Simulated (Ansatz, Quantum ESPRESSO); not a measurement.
# BeSi (Pm-3m): phonons by linear response, part 2 of 3

How does BeSi (Pm-3m) vibrate, and is this structure a minimum?

Quantum ESPRESSO 7.5; DFT LDA, scalar-relativistic, plane waves, JTH PAW pseudopotentials.

So far. Step 3 (Relaxing the cell and atoms): Little changed from the start: no atom moved by 0.005 Å and no cell edge by 0.1 %. Step 4 (Self-consistent run for the response): The cell stands at -0.057 GPa, close enough for phonons. The relaxed cell has a = 2.797 Å (conventional setting).

The structure was built from a prototype and need not be the compound's stable phase.

## Step 5: Phonons on a q mesh

Linear response treats each wavevector in the unit cell, with no supercell; the 4×4×4 mesh fixes the range of the force constants to be had.

ph.in

```
phonons
 &inputph
    prefix='x',
    outdir='./tmp',
    fildyn='x.dyn',
    tr2_ph=1.0d-18,
    alpha_mix(1)=0.4,
    nmix_ph=8,
    ldisp=.true.,
    nq1=4,
    nq2=4,
    nq3=4,
 /
```

On the command line:

```sh
$ OMP_NUM_THREADS=1 mpirun -n 4 ph.x -nk 4 -in ph.in > ph.out
```

Log:

```text
[banners, grids, parts of the stress and lines that vanish by symmetry left out]
[banner, memory and clock lines left out]
Program PHONON v.7.5

[...]
Exchange-correlation= PW
                           (   1   4   0   0   0   0   0)
[...]
(  10 q-points):
[...]
kinetic-energy cut-off    =      50.0000  Ry
     charge density cut-off    =     250.0000  Ry
     convergence threshold     =      1.0E-18
[...]
Exchange-correlation= PW
                           (   1   4   0   0   0   0   0)
[...]
q = (   0.0000000   0.0000000   0.0000000 )
     49 Sym.Ops. (with q -> -q+G )
     G cutoff =  176.9335  (   9795 G-vectors)     FFT grid: ( 27, 27, 27)
     G cutoff =  141.5468  (   7075 G-vectors)  smooth grid: ( 24, 24, 24)
     number of k points=    84  Gaussian smearing, width (Ry)=  0.0200
[...]
Mode symmetry, O_h (m-3m)  point group:
[...]
Representation #   1 modes #   1   2   3
[...]
End of self-consistent calculation
     Convergence has been achieved
     Representation #   2 modes #   4   5   6
[...]
End of self-consistent calculation
     Convergence has been achieved
[...]
q = (    0.000000000   0.000000000   0.000000000 )
[...]
freq (    1) =      -0.183820 [THz] =      -6.131591 [cm-1]
     freq (    2) =      -0.183820 [THz] =      -6.131591 [cm-1]
     freq (    3) =      -0.183820 [THz] =      -6.131591 [cm-1]
     freq (    4) =       9.244470 [THz] =     308.362321 [cm-1]
     freq (    5) =       9.244470 [THz] =     308.362321 [cm-1]
     freq (    6) =       9.244470 [THz] =     308.362321 [cm-1]
[...]
Mode symmetry, O_h (m-3m)  point group:
     freq (   1-   3) =         -6.1  [cm-1]   --> T_1u G_15  G_4- I
     freq (   4-   6) =        308.4  [cm-1]   --> T_1u G_15  G_4- I
[...]
Mode symmetry, C_4v (4mm)  point group:
[...]
Representation #   1 mode #   1
[...]
End of self-consistent calculation
     Convergence has been achieved
     Representation #   2 mode #   2
[...]
End of self-consistent calculation
     Convergence has been achieved
     Representation #   3 modes #   3   4
[...]
Convergence has been achieved
     Representation #   4 modes #   5   6
[...]
Convergence has been achieved
[...]
q = (    0.000000000   0.000000000   0.250000000 )
[...]
freq (    1) =       2.144801 [THz] =      71.542863 [cm-1]
     freq (    2) =       2.144801 [THz] =      71.542863 [cm-1]
     freq (    3) =       3.160323 [THz] =     105.417017 [cm-1]
     freq (    4) =       9.915425 [THz] =     330.742962 [cm-1]
     freq (    5) =       9.915425 [THz] =     330.742962 [cm-1]
     freq (    6) =      10.244484 [THz] =     341.719194 [cm-1]
[...]
Mode symmetry, C_4v (4mm)  point group:
     freq (   1-   2) =         71.5  [cm-1]   --> E    G_5 D_5
     freq (   3-   3) =        105.4  [cm-1]   --> A_1  G_1 D_1
     freq (   4-   5) =        330.7  [cm-1]   --> E    G_5 D_5
     freq (   6-   6) =        341.7  [cm-1]   --> A_1  G_1 D_1
[...]
Mode symmetry, D_4h(4/mmm) point group:
[...]
Representation #   1 mode #   1
[...]
Convergence has been achieved
     Representation #   2 modes #   2   3
[...]
Convergence has been achieved
     Representation #   3 mode #   4
[...]
Convergence has been achieved
     Representation #   4 modes #   5   6
[...]
Convergence has been achieved
[...]
q = (    0.000000000   0.000000000  -0.500000000 )
[...]
freq (    1) =       5.447650 [THz] =     181.714028 [cm-1]
     freq (    2) =       5.447650 [THz] =     181.714028 [cm-1]
[...]
Mode symmetry, D_4h(4/mmm) point group:
     freq (   1-   2) =        181.7  [cm-1]   --> E_g  X_5  M_5
     freq (   3-   3) =        262.6  [cm-1]   --> A_1g X_1  M_1
     freq (   4-   4) =        304.1  [cm-1]   --> A_2u X_4' M_4'
     freq (   5-   6) =        317.3  [cm-1]   --> E_u  X_5' M_5'
[...]
Mode symmetry, C_2v (mm2)  point group:
[...]
Convergence has been achieved
[...]
Convergence has been achieved
[...]
Convergence has been achieved
[...]
Convergence has been achieved
[...]
q = (    0.000000000   0.250000000   0.250000000 )
[...]
Mode symmetry, C_2v (mm2)  point group:
     freq (   1-   1) =       -186.2  [cm-1]   --> B_2  D_4  S_4
     freq (   2-   2) =        110.1  [cm-1]   --> B_1  D_3  S_3
     freq (   3-   3) =        228.1  [cm-1]   --> A_1  D_1  S_1
     freq (   4-   4) =        302.6  [cm-1]   --> A_1  D_1  S_1
     freq (   5-   5) =        314.0  [cm-1]   --> B_1  D_3  S_3
     freq (   6-   6) =        346.1  [cm-1]   --> B_2  D_4  S_4
[...]
Mode symmetry, C_2v (mm2)  point group:
[...]
q = (    0.000000000   0.250000000  -0.500000000 )
[...]
Mode symmetry, C_2v (mm2)  point group:
     freq (   1-   1) =       -175.5  [cm-1]   --> B_2  D_4  S_4
     freq (   2-   2) =       -112.5  [cm-1]   --> A_1  D_1  S_1
     freq (   3-   3) =        173.7  [cm-1]   --> A_2  D_2  S_2
     freq (   4-   4) =        292.9  [cm-1]   --> B_1  D_3  S_3
     freq (   5-   5) =        354.3  [cm-1]   --> A_1  D_1  S_1
     freq (   6-   6) =        356.0  [cm-1]   --> B_2  D_4  S_4
[...]
Mode symmetry, D_4h(4/mmm) point group:
[...]
q = (    0.000000000  -0.500000000  -0.500000000 )
[...]
Mode symmetry, D_4h(4/mmm) point group:
     freq (   1-   2) =       -207.6  [cm-1]   --> E_u  X_5' M_5'
     freq (   3-   3) =        189.3  [cm-1]   --> B_1u X_2' M_2'
     freq (   4-   4) =        285.8  [cm-1]   --> A_2u X_4' M_4'
     freq (   5-   6) =        381.2  [cm-1]   --> E_u  X_5' M_5'
[...]
Mode symmetry, C_3v (3m)   point group:
[...]
q = (    0.250000000   0.250000000   0.250000000 )
[...]
Mode symmetry, C_3v (3m)   point group:
     freq (   1-   2) =       -110.9  [cm-1]   --> E    L_3
     freq (   3-   3) =        170.0  [cm-1]   --> A_1  L_1
     freq (   4-   4) =        320.9  [cm-1]   --> A_1  L_1
     freq (   5-   6) =        340.9  [cm-1]   --> E    L_3
[...]
Mode symmetry, C_2v (mm2)  point group:
[...]
Convergence has been achieved
[...]
Convergence has been achieved
[...]
q = (    0.250000000   0.250000000  -0.500000000 )
[...]
Mode symmetry, C_2v (mm2)  point group:
     freq (   1-   1) =       -177.5  [cm-1]   --> B_2  D_4  S_4
     freq (   2-   2) =        -90.3  [cm-1]   --> A_1  D_1  S_1
     freq (   3-   3) =        161.6  [cm-1]   --> A_2  D_2  S_2
     freq (   4-   4) =        278.9  [cm-1]   --> B_1  D_3  S_3
     freq (   5-   5) =        343.7  [cm-1]   --> A_1  D_1  S_1
     freq (   6-   6) =        352.2  [cm-1]   --> B_2  D_4  S_4
[...]
Mode symmetry, C_4v (4mm)  point group:
[...]
Representation #   1 mode #   1
[...]
Convergence has been achieved
     Representation #   2 mode #   2
[...]
Convergence has been achieved
     Representation #   3 modes #   3   4
[...]
Convergence has been achieved
     Representation #   4 modes #   5   6
[...]
Convergence has been achieved
[...]
q = (    0.250000000  -0.500000000  -0.500000000 )
[...]
freq (    5) =      10.027867 [THz] =     334.493650 [cm-1]
     freq (    6) =      10.027867 [THz] =     334.493650 [cm-1]
[...]
Mode symmetry, C_4v (4mm)  point group:
     freq (   1-   2) =       -149.9  [cm-1]   --> E    G_5 D_5
     freq (   3-   3) =        159.9  [cm-1]   --> B_2  G_4 D_2'
     freq (   4-   4) =        256.2  [cm-1]   --> A_1  G_1 D_1
     freq (   5-   6) =        334.5  [cm-1]   --> E    G_5 D_5
[...]
Mode symmetry, O_h (m-3m)  point group:
[...]
Representation #   1 modes #   1   2   3
[...]
End of self-consistent calculation
     Convergence has been achieved
     Representation #   2 modes #   4   5   6
[...]
End of self-consistent calculation
     Convergence has been achieved
[...]
q = (   -0.500000000  -0.500000000  -0.500000000 )
[...]
freq (    1) =       5.324389 [THz] =     177.602488 [cm-1]
     freq (    2) =       5.324389 [THz] =     177.602488 [cm-1]
     freq (    3) =       5.324389 [THz] =     177.602488 [cm-1]
     freq (    4) =       6.526915 [THz] =     217.714451 [cm-1]
     freq (    5) =       6.526915 [THz] =     217.714451 [cm-1]
     freq (    6) =       6.526915 [THz] =     217.714451 [cm-1]
[...]
Mode symmetry, O_h (m-3m)  point group:
     freq (   1-   3) =        177.6  [cm-1]   --> T_2g G_25' G_5+
     freq (   4-   6) =        217.7  [cm-1]   --> T_1u G_15  G_4-


[key lines of the parts left out:]
the Fermi energy is    10.5574 ev
```

Wall time 25 min (4 MPI ranks of Intel Xeon Platinum 8175M at 2.50GHz (Skylake/Cascade Lake), shared host); 1.6 h of CPU time.

Numbers from this step:

```
largest acoustic frequency at the zone centre before the sum rule  : -6.13 cm⁻¹
highest optical zone-centre mode (no LO-TO term)                   : 308.4 cm⁻¹
lowest optical zone-centre mode                                    : 308.4 cm⁻¹
lowest mode on the q mesh (acoustic ones at the zone centre apart) : -207.6 cm⁻¹
```

Frequencies (cm⁻¹) at each irreducible wavevector; negative means imaginary. Frequencies by wavevector:

```
 q (fractions)  star  mode 1  mode 2  mode 3  mode 4  mode 5  mode 6
         0 0 0     1   -6.13   -6.13   -6.13   308.4   308.4   308.4
      0 0 0.25     6   71.54   71.54   105.4   330.7   330.7   341.7
      0 0 -0.5     3   181.7   181.7   262.6   304.1   317.3   317.3
   0 0.25 0.25    12  -186.2   110.1   228.1   302.6     314   346.1
   0 0.25 -0.5    12  -175.5  -112.5   173.8   292.9   354.3     356
   0 -0.5 -0.5     3  -207.6  -207.6   189.3   285.8   381.2   381.2
0.25 0.25 0.25     8  -110.9  -110.9     170   320.9   340.9   340.9
0.25 0.25 -0.5    12  -177.5  -90.35   161.6   278.9   343.7   352.2
0.25 -0.5 -0.5     6  -149.9  -149.9   159.8   256.2   334.5   334.5
-0.5 -0.5 -0.5     1   177.6   177.6   177.6   217.7   217.7   217.7
```

The acoustic modes at Γ come out as far as 6.1 cm⁻¹ from zero, where they should vanish, a small numerical error.

## Step 6: Force constants in real space

The dynamical matrices of the mesh are Fourier-transformed to force constants in real space.

q2r.in

```
 &input
    fildyn='x.dyn',
    zasr='simple',
    flfrc='x.fc',
 /
```

On the command line:

```sh
$ q2r.x < q2r.in > q2r.out
```

Log:

```text
[banners, grids, parts of the stress and lines that vanish by symmetry left out]
[banner, memory and clock lines left out]
Program Q2R v.7.5

  reading grid info from file x.dyn0

  reading force constants from file x.dyn1
  Dielectric Tensor not found
  nqs=            1
 q=   0.00000000  0.00000000  0.00000000
  reading force constants from file x.dyn2
  nqs=            6
 q=   0.00000000  0.00000000  0.25000000
[...]
reading force constants from file x.dyn9
  nqs=            6
[...]
q=  -0.50000000 -0.25000000  0.50000000
  reading force constants from file x.dyn10
  nqs=            1
 q=  -0.50000000 -0.50000000 -0.50000000

      q-space grid ok, #points =   64

      fft-check success (sum of imaginary terms < 10^-12)
```

The job ended after 0.64 s (1 thread).

## Step 7: Dispersion

From the force constants any wavevector is cheap; points of the mesh come back as solved, but for the sum rule and, in polar crystals, the LO-TO term at Γ; the rest is interpolation.

matdyn.in

```
 &input
    asr='simple',
    flfrc='x.fc',
    flfrq='x.freq',
    flvec='x.modes',
    q_in_band_form=.true.,
    q_in_cryst_coord=.true.,
 /
8
  0.0000000   0.0000000   0.0000000  12  ! GAMMA
  0.0000000   0.5000000   0.0000000  12  ! X
  0.5000000   0.5000000   0.0000000  12  ! M
  0.0000000   0.0000000   0.0000000  12  ! GAMMA
  0.5000000   0.5000000   0.5000000  12  ! R
  0.0000000   0.5000000   0.0000000   1  ! X
  0.5000000   0.5000000   0.5000000  12  ! R
  0.5000000   0.5000000   0.0000000   1  ! M
```

On the command line:

```sh
$ matdyn.x -in matdyn.in > matdyn.out
```

Log:

```text
[banner, memory and clock lines left out]
Program MATDYN v.7.5

 mass for atomic type   1 not given; uses mass from file x.fc
 mass for atomic type   2 not given; uses mass from file x.fc
     Message from routine matdyn:
     Z* not found in file x.fc, TO-LO splitting at q=0 will be absent!
     Message from routine matdyn:
     Z* not found in file x.fc, TO-LO splitting at q=0 will be absent!

Note: The following floating-point exceptions are signalling: IEEE_UNDERFLOW_FLAG
```

The job ended after 0.62 s (1 thread).

Numbers from this step:

```
lowest frequency on the path : -226.6 cm⁻¹
```

Matdyn.x, sum rule simple. Phonon branches along the path, in cm⁻¹:

```
    point  branch 1  branch 2  branch 3  branch 4  branch 5  branch 6
        Γ         0         0         0       308       308       308
        X       182       182       263       304       318       318
        M      -208      -208       189       286       381       381
        Γ         0         0         0       308       308       308
        R       178       178       178       218       218       218
        X       182       182       263       304       318       318
jump to R       178       178       178       218       218       218
        M      -208      -208       189       286       381       381
```

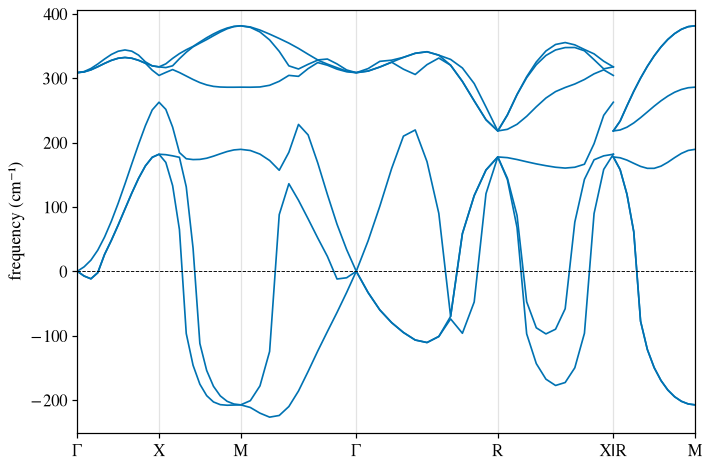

Phonon branches along the path.

Lowest modes at the softest wavevector of the mesh; phase exp(i q.(R + tau)). The modes at q = (0.500, 0.500, 0.000) (shares of kinetic energy by element, %) (negative means imaginary):

```
mode  frequency (cm⁻¹)  Be %  Si %
   1            -207.6    42    58
   2            -207.6    42    58
   3             189.3     0   100
   4             285.8   100     0
   5             381.2    58    42
   6             381.2    58    42
```

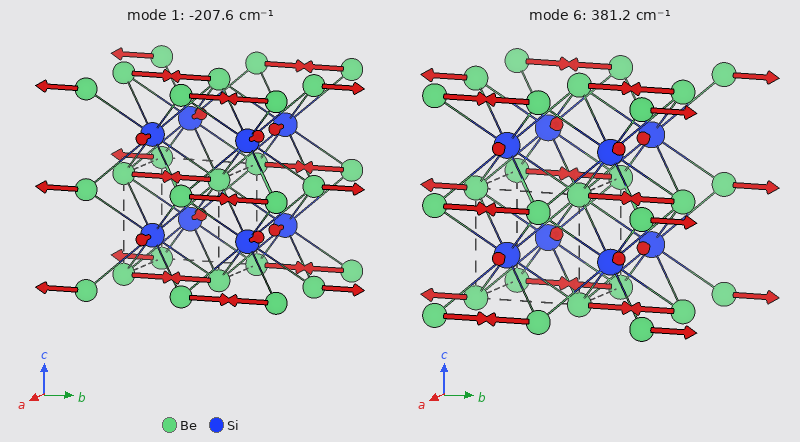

Displacement patterns of modes 1 and 6 at q = (0.500, 0.500, 0.000); arrows are exaggerated. 2×2×2 cells are drawn. Some periodic images of atoms are drawn too.

Force constants by pair (phonopy on the run's constants); pairs near half the supercell's span include their periodic images. Pair force constants, by row:

```
atom  neighbour  distance (Å)  third of the trace (eV/Å²)  along the pair's line (eV/Å²)
 Be1     itself             0                       2.445                              –
 Be1         Si         2.422                     -0.4626                         -1.852
 Be1         Be         2.797                       0.113                         0.2131
 Be1         Be         3.956                     -0.0269                        -0.0807
 Be1         Si         4.639                      0.0458                         0.0816
 Be1         Be         4.845                      -0.029                        -0.1265
 Be1         Be         5.594                      0.0223                          0.048
 Be1         Si         6.096                      0.0013                         0.0406
 Be1         Be         6.255                      0.0069                         0.0117
 Si2     itself             0                       3.623                              –
 Si2         Be         2.422                     -0.4626                         -1.852
 Si2         Si         2.797                     -0.0104                        -0.3973
 Si2         Si         3.956                     -0.0634                        -0.2985
 Si2         Be         4.639                      0.0458                         0.0816
 Si2         Si         4.845                     -0.0559                        -0.1633
 Si2         Si         5.594                      -0.055                         -0.017
 Si2         Be         6.096                      0.0013                         0.0406
 Si2         Si         6.255                     -0.0091                        -0.0555
```

Mode patterns, pair constants, displacements and means over the zone were worked out by phonopy from the force constants of q2r.x.

The path dips to 227i cm⁻¹.

## Step 8: Density of states

Sums over the zone need many more wavevectors than were solved, so the interpolation is sampled on a dense mesh.

matdyn.in

```
 &input
    asr='simple',
    flfrc='x.fc',
    dos=.true.,
    fldos='x.dos',
    nk1=16,
    nk2=16,
    nk3=16,
    deltaE=1.0,
 /
```

On the command line:

```sh
$ matdyn.x -in matdyn.in > matdyn.out
```

Log:

```text
[banner, memory and clock lines left out]
Program MATDYN v.7.5

 mass for atomic type   1 not given; uses mass from file x.fc
 mass for atomic type   2 not given; uses mass from file x.fc
     Message from routine matdyn:
     Z* not found in file x.fc, TO-LO splitting at q=0 will be absent!

Note: The following floating-point exceptions are signalling: IEEE_UNDERFLOW_FLAG
```

Wall time 11 s (1 thread).

Numbers from this step:

| Property | Result |
| --- | --- |
| share of modes beyond 3i cm⁻¹ on the dense interpolated mesh | 0.2341 |

The phonon density of states has structure finer than the step of the table below, so its rows give means over 25 cm⁻¹, whole bins alone (the curve runs from -227 to 381 cm⁻¹). Peaks (cm⁻¹: height): total -174.6: 0.0134, 161.4: 0.0253, 309.4: 0.0394, 325.4: 0.0541, 353.4: 0.0470; Be 309.4: 0.0353, 325.4: 0.0414, 353.4: 0.0279; Si -174.6: 0.00788, 161.4: 0.0238, 217.4: 0.00902, 353.4: 0.0192.

Tetrahedra. Phonon density of states against wavenumber; means over each step; values in 1/cm⁻¹/cell:

```
wavenumber (cm⁻¹)    total       Be       Si
             -200  0.00889  0.00375  0.00514
             -175   0.0121  0.00498  0.00714
             -150  0.00912  0.00364  0.00548
             -125  0.00703  0.00271  0.00432
             -100  0.00592  0.00224  0.00368
              -75  0.00422  0.00152  0.00270
              -50  0.00316  0.00108  0.00208
              -25  0.00283   9.1e-4  0.00192
                0  0.00276   8.5e-4  0.00191
               25  0.00276   8.1e-4  0.00196
               50  0.00319   8.7e-4  0.00233
               75  0.00419  0.00105  0.00314
              100  0.00562  0.00128  0.00435
              125  0.00737  0.00146  0.00591
              150   0.0139  0.00154   0.0123
              175   0.0149  0.00104   0.0139
              200  0.00583   8.3e-4  0.00500
              225  0.00472   7.2e-4  0.00400
              250  0.00213  0.00183   3.0e-4
              275  0.00846  0.00785   6.0e-4
              300   0.0227   0.0203  0.00237
              325   0.0387   0.0293  0.00935
              350   0.0397   0.0240   0.0157
```

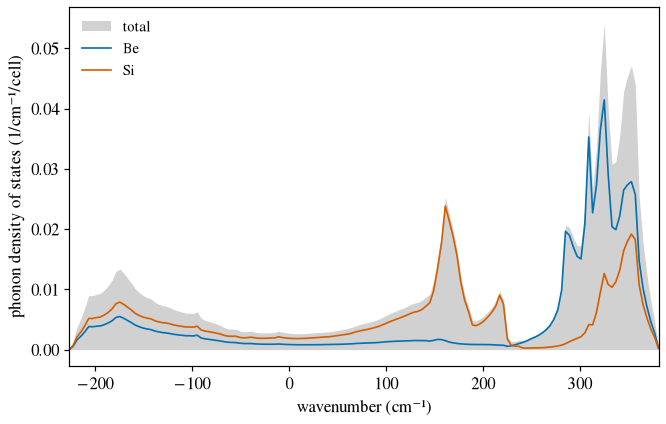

Phonon density of states, plotted against wavenumber.

## Step 9: Zone-centre analysis

A rigid shift of the crystal must cost nothing, but grids and finite bases break this; the acoustic sum rule is imposed before the matrix is diagonalised again.

dynmat.in

```
 &input
    fildyn='x.dyn1',
    asr='simple',
    fileig='dynmat.eig',
 /
```

On the command line:

```sh
$ dynmat.x -in dynmat.in > dynmat.out
```

Log:

```text
[banner, memory and clock lines left out]
Program DYNMAT v.7.5

     Reading Dynamical Matrix from file x.dyn1
     ...Force constants read
     ...epsilon and Z* not read (not found on file)
     A direction for q was not specified:TO-LO splitting will be absent

     Polarizability (A^3 units)
     multiply by 1.000000 for Clausius-Mossotti correction
         0.000000    0.000000    0.000000
         0.000000    0.000000    0.000000
         0.000000    0.000000    0.000000

     IR activities are in (D/A)^2/amu units

# mode   [cm-1]    [THz]      IR
    1     -0.00   -0.0000    0.0000
    2      0.00    0.0000    0.0000
    3      0.00    0.0000    0.0000
    4    308.51    9.2488    0.0000
    5    308.51    9.2488    0.0000
    6    308.51    9.2488    0.0000
```

Elapsed: 0.6 s, on 1 thread.

Read from the output:

```yaml
highest_optical_zone_centre_mode_no_lo_to_term: 308.5 cm⁻¹
lowest_optical_zone_centre_mode: 308.5 cm⁻¹
```

Unit eigenvectors of the mass-weighted matrix after the sum rule; no LO-TO term. Modes at Γ, with each element's share of the kinetic energy:

```
mode  frequency (cm⁻¹)  symmetry  Be %  Si %
   1               0.0  acoustic    24    76
   2               0.0  acoustic    24    76
   3               0.0  acoustic    24    76
   4             308.5       T1u    76    24
   5             308.5       T1u    76    24
   6             308.5       T1u    76    24
```

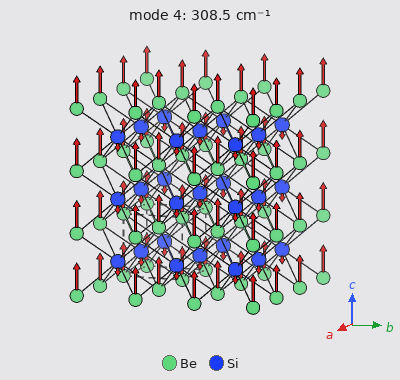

Displacement patterns of mode 4 at Γ; arrows are exaggerated. 3×3×3 cells are drawn. Some periodic images of atoms are drawn too.

The rule moves no optical mode by more than 0.2 cm⁻¹.

(Part 2 of 3 ends here.)

[Host names and launcher messages were left out of these logs when they were recorded.]

[Logs are printed without paths, hosts, clocks, repeated set-up lines and the standing remarks that a program may print on its own settings, such as how far it seeks lower states.]

[Hosts, paths, dates, database ids (printed as entryN), source tags and the programs' standing remarks are cut or masked in the printed files.]
